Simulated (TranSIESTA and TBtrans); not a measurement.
System: Si chain bridged by a linear C2 unit along the axis. Leads: straight Si chain, spacing 2.25 Å. Geometry: 4 atoms about the centre moved by SIESTA (PBE, DZP) to a largest force of 0.02 eV/Å, all others as built, motion along the axis alone.

Computed with TranSIESTA and TBtrans, PBE, DZP numerical orbitals (energy shift 0.15 eV), PseudoDojo norm-conserving scalar-relativistic potentials, mesh cutoff 200 Ry, 300 K, no spin polarisation, no spin-orbit coupling; self-consistent non-equilibrium Green functions.

Energies count from the leads' Fermi level. Transmissions are for one spin of a degenerate pair. The energy step is 0.01 eV; narrower resonances are cut or missed.

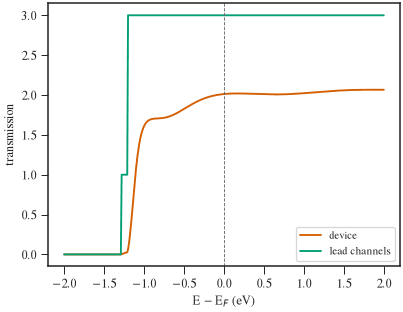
Figure: Transmission against energy

```tsv
E (eV)	T	lead channels
-2.00	0	0
-1.80	0	0
-1.60	0	0
-1.40	0	0
-1.20	0.063	band edge
-1.00	1.61	3
-0.80	1.71	3
-0.60	1.77	3
-0.40	1.88	3
-0.20	1.97	3
0.00	2.01	3
0.20	2.02	3
0.40	2.01	3
0.60	2.01	3
0.80	2.01	3
1.00	2.02	3
1.20	2.04	3
1.40	2.05	3
1.60	2.06	3
1.80	2.07	3
2.00	2.07	3
```

The straight chain is held at its spacing; free chains may zigzag or dimerise. No spin-polarised start was tried, so a magnetic state, if there is one, is missed.
